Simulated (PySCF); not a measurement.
Zn(tBu)(OSiH3), SMILES [C](C)(C)([Zn][O][SiH3])C, singlet, GFN2-xTB optimised geometry. Atoms within 1.6 Å of the plane z = 0.0 Å (x, y, z in Å): O15 (-0.97, -1.10, 1.30), Si16 (-0.48, -0.33, 0.00), H17 (0.99, -0.33, 0.00), H18 (-0.97, 1.05, 0.00), H19 (-0.99, -1.05, -1.17).

Method: PBE0/def2-SVP in PySCF. Cells within 0.4 Å of a nucleus heavier than hydrogen are left out (blank, or x).

Map of the Laplacian of the electron density (e/bohr⁵), clipped to [-1.50, 1.50] on the plane z = 0.0 Å:

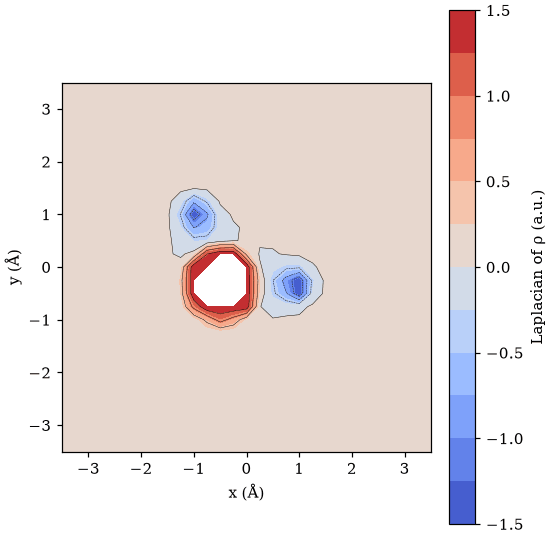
Figure: Laplacian of the electron density (e/bohr⁵), clipped to [-1.50, 1.50] on the plane z = 0.0 Å.
